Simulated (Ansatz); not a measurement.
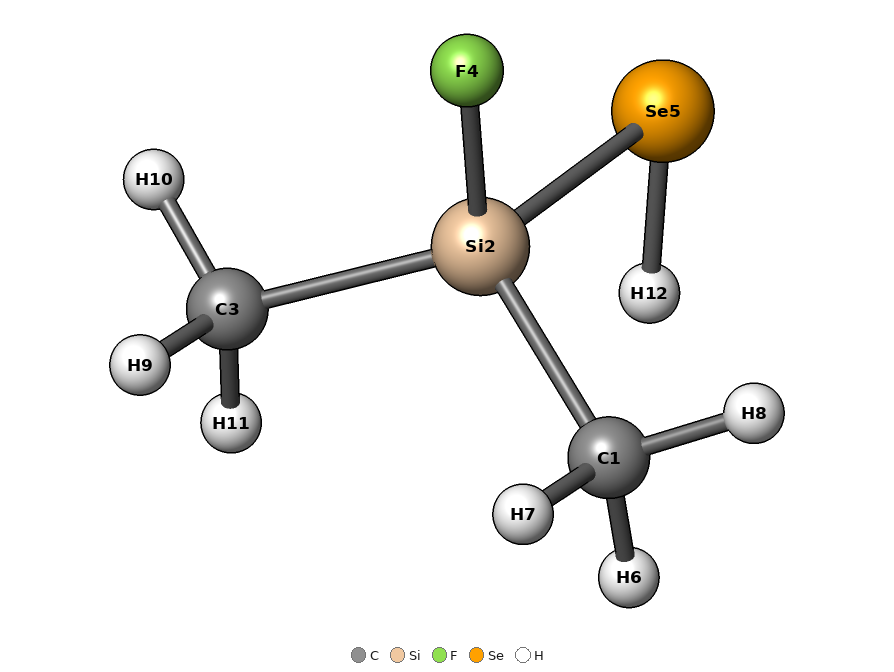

Harmonic vibrations computed with RKS PBE0-D4/def2-TZVP (Ansatz 0.2.0) at a stationary point of the same level.

Q: How many imaginary frequencies does it have?

A: A minimum: no imaginary frequency, and the lowest mode lies at 72 cm⁻¹.

Q: How many vibrational modes are there, and where do they lie?

A: 30 modes: 72, 145, 151, 162, 173, 213, 216, 275, 397, 622, 680, 694, 738, 792, 807, 849, 915, 1277, 1281, 1437, 1437, 1445, 1452, 2441, 3048, 3050, 3130, 3133, 3148, 3148 cm⁻¹.
